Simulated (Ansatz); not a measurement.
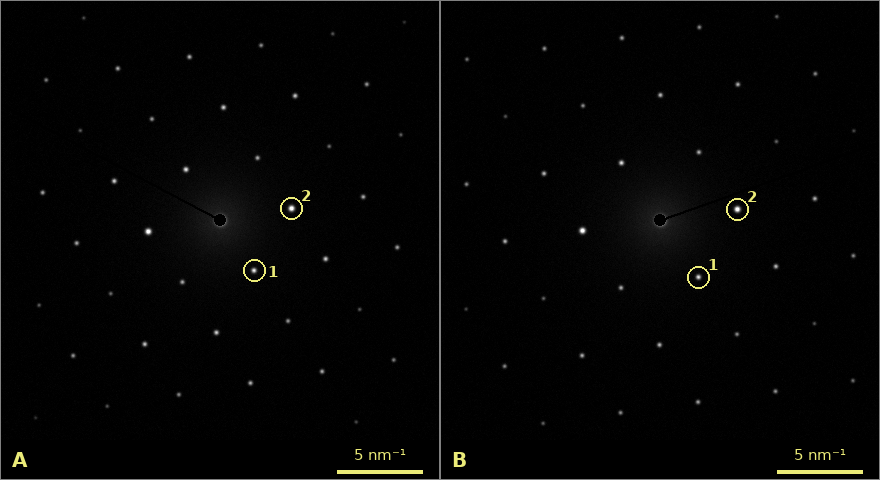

Kinematic electron diffraction patterns (120 kV, B = 0.5 Å², same scale) along [111] of the run's own cell, for the start and the end of one relaxation of RuF2 with DFT PBEsol, scalar-relativistic, plane waves, PAW (Ansatz). k mesh 12×12×8. The start is a generated model structure, and the relaxation ends in the nearest stationary point of its symmetry, not necessarily the ground state. Spot 1 is -1 1 0 and spot 2 is -1 0 1 in both.

Start structure:

```yaml
crystal:
  lattice:
    - [2.84656, 0.00000, 0.00000]
    - [-1.42328, 2.46519, 0.00000]
    - [0.00000, 0.00000, 4.59209]
  atoms:
    - { symbol: Ru, position: [0.00000, 0.00000, 0.00000] }
    - { symbol: F, position: [0.33333, 0.66667, 0.25200] }
    - { symbol: F, position: [0.66667, 0.33333, 0.74800] }
```

Which pattern belongs to the start structure, and which to the relaxed one?

B is the start: its cell gives d(1) = 2.465 Å, d(2) = 2.172 Å and an angle of 63.9°. A is the relaxed structure, with d(1) = 2.788 Å (+13.1 %), d(2) = 2.340 Å (+7.8 %) and 65.2°.

Summarise the relaxation behind the change.

The volume changed by +19.9 % to 12.88 Å³ an atom; with the mean shift removed, the atoms moved by up to 0.13 Å relative to the cell (F most); the space group stayed P-3m1 (No. 164); the free energy fell by 230 meV an atom. Relaxed cell: a = 3.220 Å, b = 3.220 Å, c = 4.306 Å, α = 90.00°, β = 90.00°, γ = 120.00°.
